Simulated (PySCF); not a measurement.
C₄H₄N₂, SMILES `c1cncnc1`.

Method: LC-wPBE/6-31+G*; geometry: GFN2-xTB; program: PySCF. No frequency check shows the geometry to be a minimum.

Input

```python
import numpy as np
from pyscf import gto, scf, dft, tdscf
from pyscf.scf import atom_ks, atom_hf
from scipy.linalg import block_diag

def solve(mol, dm0=None, hcore=None):
    mf = (dft.UKS if mol.spin else dft.RKS)(mol, xc='lc_wpbe')
    mf.grids.level = 3
    mf = mf.density_fit(auxbasis='def2-universal-jkfit')
    mf.conv_tol, mf.max_cycle = 1e-8, 80
    if hcore is not None:
        mf.get_hcore = lambda *args: hcore
    mf.kernel(dm0)
    if not mf.converged:
        mf = mf.newton().run(mf.mo_coeff, mf.mo_occ, max_cycle=30)
    assert mf.converged, 'SCF not converged'
    return mf

mol = gto.M(atom='''
C     -1.35049     0.01745     0.00000
C     -0.59995     1.18555     0.00000
N      0.72365     1.16983     0.00000
C      1.30170    -0.01682     0.00000
N      0.69192    -1.18885     0.00000
C     -0.63162    -1.16896     0.00000
H     -2.42811     0.03134     0.00000
H     -1.06263     2.16451     0.00000
H      2.38431    -0.03086     0.00000
H     -1.12047    -2.13513     0.00000
''', basis='6-31+g*', charge=0, spin=0, verbose=4)
mf = solve(mol)
td = mf.TDDFT()
td.nstates, td.singlet, td.conv_tol = 4, True, 1e-5
td.kernel()
td.analyze()
x, y = np.array([p[0] for p in td.xy]), np.array([p[1] + 0 * p[0] for p in td.xy])
f, mu = td.oscillator_strength(), td.transition_dipole()
nto = [td.get_nto(state=i + 1, verbose=4) for i in range(len(td.e))]
# spherically averaged free atoms, for the promolecule
atm = atom_ks.get_atm_nrks(mol, xc='lc_wpbe')
pro = block_diag(*[(atm[a[0]][2] * atm[a[0]][3]) @ atm[a[0]][2].T for a in mol._atom])
np.savez('result.npz', e=td.e, f=f, ok=td.converged, w=[n[0] for n in nto], nto=[n[1] for n in nto], x=x, y=y, c=mf.mo_coeff, occ=mf.mo_occ, eps=mf.mo_energy, pro=pro, mu=mu)
```

Launched as:

```sh
OMP_NUM_THREADS=1 python input.py
```

The run took 13 min on 1 thread of Arm Neoverse V1, on a shared host, peak memory 0.73 GiB.

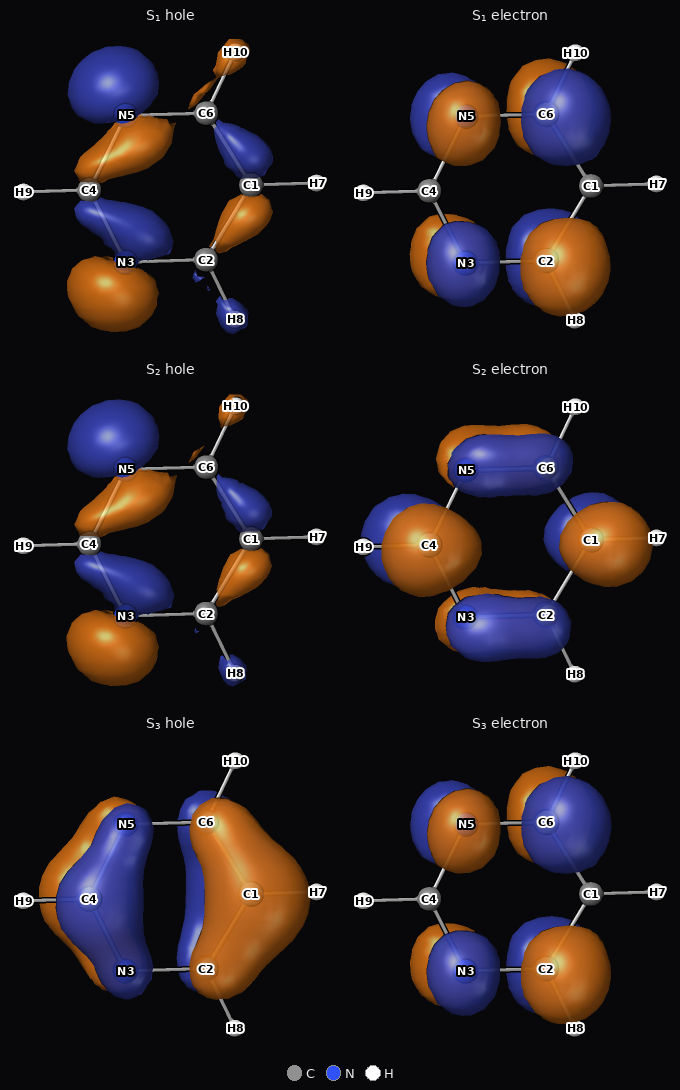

Leading natural transition orbitals (full linear response singlet states).

**Give the energy and character of each state.**

By state:
- S₁: 4.74 eV (262 nm), f = 0.007, n → π*; the leading pair carries 98 %; hole on N3 and N5 (34 % each), C4 (8 %) and C1, C2 and C6 (6 % each), electron on C2 and C6 (23 % each), N3 and N5 (18 % each) and C1 (8 %); their centroids lie 0.7 Å apart.
- S₂: 5.05 eV (245 nm), f = 0.000 (dark), n → π*; the leading pair carries 99 %; hole on N3 and N5 (35 % each), C4 (8 %) and C1, C2 and C6 (6 % each), electron on C4 (30 %), C1 (19 %) and N3 and N5 (12 % each); their centroids lie 0.3 Å apart.
- S₃: 6.02 eV (206 nm), f = 0.045, π → π*; the leading pair carries 75 %; hole on C1 (25 %), C4 (16 %) and C2 and C6 (14 % each), electron on C2 and C6 (20 % each), N3 and N5 (16 % each) and C1 and C4 (11 % each) (shares are of the whole state, not of the leading pair alone); their centroids lie 0.1 Å apart.
